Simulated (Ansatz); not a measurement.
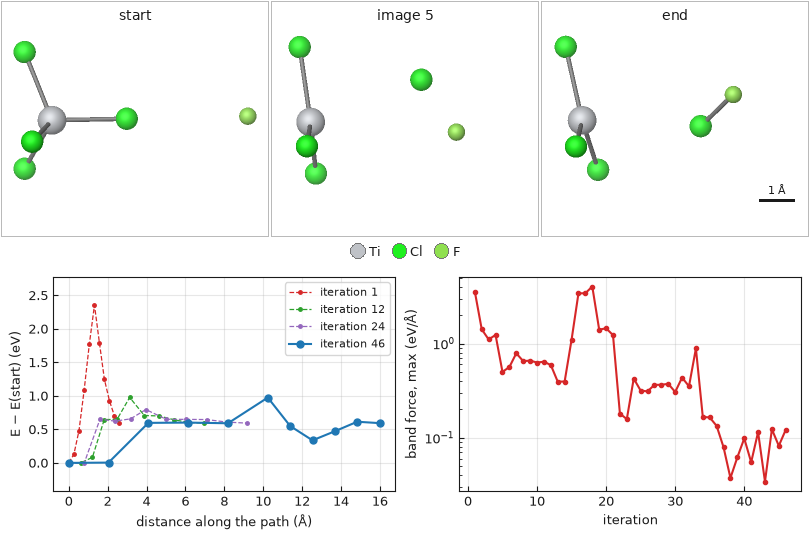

A search for the minimum-energy path of TiCl$_{4}$F (multiplicity 2), made up at the start of TiCl$_{4}$ and F by the nudged elastic band. Images are numbered from 0 (start) to 10 (end). The plot follows the band through its iterations. The picture is a ball-and-stick view, seen at a tilt.

Theory: UHF/def2-SVP in Ansatz 0.2.0. Run with 9 movable images; climbing image; force threshold 0.03 eV/Å; iteration limit 60; starting path through a guess of the saddle point.

Q: Judge this run.

A: The result isn't final. The run hit its time limit after 46 iterations, unconverged. The largest component of the band force went from 3.5 to 0.12 eV/Å. The barrier read from it is provisional, though the highest image hardly moved in the last two iterations. The first iteration put the highest image at 2.35 eV. Relative to the start the highest point is image 5 at +0.97 eV and the end lies at +0.59 eV, but the profile dips to +0.34 eV at image 7 on the way, so there may be more than one step; on an unconverged band the side maxima are provisional.

Limits of the set-up: the start holds two separate molecules, 3.5 Å apart at their closest, whose relative position is a soft coordinate and is computed without a dispersion correction; Hartree-Fock leaves out electron correlation.

The run took 72 min on 4 threads of Arm Neoverse V1 (shared host), peak memory 0.76 GiB.
